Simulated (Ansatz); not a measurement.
**Al₉As₉H₂₄ (Al9As9 wurtzite hole sphere): density, localisation and related maps**

```xyz
42

Al    0.0031   -4.8053   -1.4803
As   -0.0058   -4.5404    1.0713
As   -0.0002   -2.3364   -1.9495
Al   -2.1048   -1.2157   -1.2675
Al   -0.0011   -2.3316    2.2570
As   -1.9085   -1.0991    1.2420
As   -2.0227    1.1664   -1.9521
Al   -4.1615    2.4006   -1.4856
Al   -2.0197    1.1703    2.2545
As   -3.9316    2.2740    1.0663
Al    2.1044   -1.2157   -1.2681
As    1.9075   -1.1016    1.2414
As    2.0224    1.1666   -1.9524
Al    0.0000    2.4296   -1.2708
Al    2.0215    1.1676    2.2541
As    0.0015    2.2052    1.2390
Al    4.1588    2.4049   -1.4860
As    3.9371    2.2646    1.0659
H    -1.4111   -5.4582   -1.8515
H     1.4239   -5.4506   -1.8398
H    -1.1543   -5.3324    1.6875
H     1.1296   -5.3442    1.6965
H    -0.0007   -2.2043   -3.4719
H    -3.4372   -1.9860   -1.6947
H    -0.0005   -2.4331    3.8512
H    -3.1442   -1.8111    1.7872
H    -1.9071    1.0987   -3.4744
H    -5.4316    1.4955   -1.8485
H    -4.0161    3.9519   -1.8549
H    -2.1085    1.2228    3.8485
H    -5.1940    1.6864    1.6885
H    -4.0504    3.6634    1.6839
H     3.4372   -1.9851   -1.6958
H     3.1428   -1.8145    1.7864
H     1.9069    1.0987   -3.4747
H    -0.0007    3.9680   -1.7006
H     2.1099    1.2206    3.8482
H     0.0023    3.6320    1.7826
H     5.4313    1.5076   -1.8597
H     4.0055    3.9581   -1.8445
H     5.1966    1.6625    1.6802
H     4.0701    3.6493    1.6912
```

Geometry: PBE-D4/def2-SVP.

The calculation used RKS PBE0-D4/def2-TZVP in Ansatz 0.2.0.

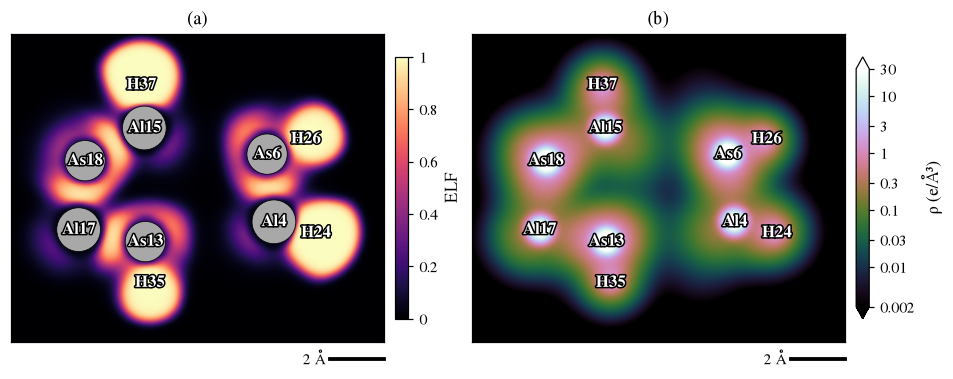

Figure 1. (a) electron localisation function; (b) electron density on the plane of atoms As13, Al17 and As18. Grey discs cover the atomic cores in the ELF map.

### What does the map show?

- The plane passes through Al, As and H nuclei.
- Al–As (2.51 Å): ρ at the midpoint is about 0.47 e/Å³; the ELF peaks at about 0.95 between the atoms, as expected for a shared electron pair.
- As–H (1.53 Å): ρ is about 1.1 e/Å³ halfway; the ELF climbs to about 1 towards the hydrogen, as it does in any bond to H.
- Al–As (2.57 Å): ρ is about 0.42 e/Å³ halfway, with its minimum of 0.29 e/Å³ about 0.9 Å from Al; the ELF peaks at about 0.95 between the atoms: a covalent bond.
- Al–H (1.60 Å): the density is about 0.54 e/Å³ at the midpoint; the ELF climbs to about 1 towards the hydrogen.

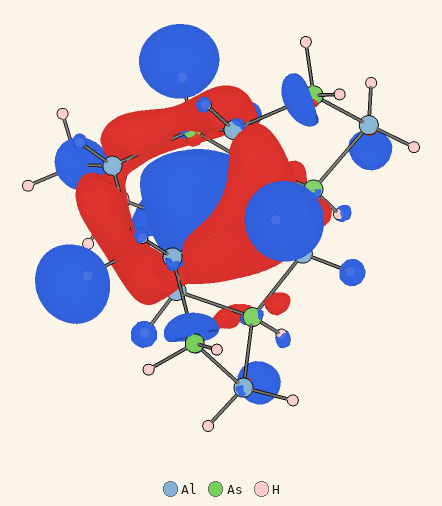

Figure 2. The LUMO at ±0.05 Å⁻³ᐟ² (blue and red are the two phases), seen at a tilt.

### Where does this orbital lie, and at what energy?

No atom holds more than about 15 % of it (Hirshfeld); by element the shares are As 45 %, Al 30 % and H 25 %. Its energy is −1.72 eV.

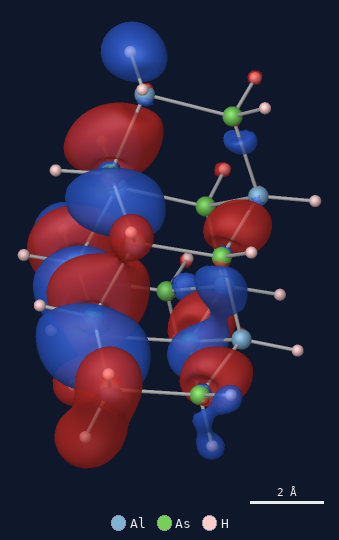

Figure 3. The HOMO at ±0.05 Å⁻³ᐟ² (blue and red are the two phases), seen at an oblique angle.

### Where does this orbital lie, and at what energy?

No atom holds more than about 20 % of it (Hirshfeld); by element the shares are As 50 %, Al 30 % and H 15 %. It is one of a degenerate set, so its orientation is arbitrary. Its energy is −7.15 eV.
